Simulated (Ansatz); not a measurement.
## Rh, pressure series

Consider Rh in the fcc (Cu type) structure (space group Fm-3m, No. 225).

Rh is modelled in the cubic space group Fm-3m (No. 225), the fcc (Cu type) structure, Pearson symbol cF4. Conventional cell: a = b = c = 3.8303 Å, α = β = γ = 90.00°. Rh on 4a is coordinated by 12 Rh at 2.708 Å (cuboctahedral). (Neighbours: up to the widest gap in distance over summed covalent radii, below 1.35, at either atom.)
(The calculation used a cell of 1 atom; values per cell refer to that cell.)

Cell and atoms are relaxed at each pressure.

Calculations: PBE in Ansatz (plane waves to 420 eV, PAW, no SOC), earlier PAW set.

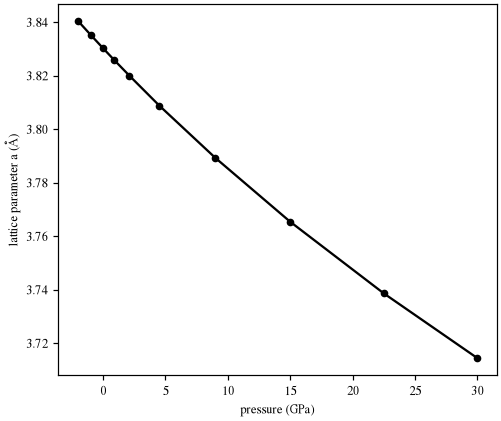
*Lattice parameter a against pressure*

### Question
From the plot, what is the lattice parameter a for pressure −1 GPa?

### Answer
About 3.84 Å.

### Question
Is the trend monotonic over the range shown?

### Answer
Yes, it falls throughout, spanning 7.019 bohr to 7.257 bohr.

Load acts through the strain it causes; cell and atoms are relaxed under it. Whether these cells are dynamically stable was not tested. No other phases were tried under pressure. The final runs are not spin-polarised.

Ansatz is a first-principles code.
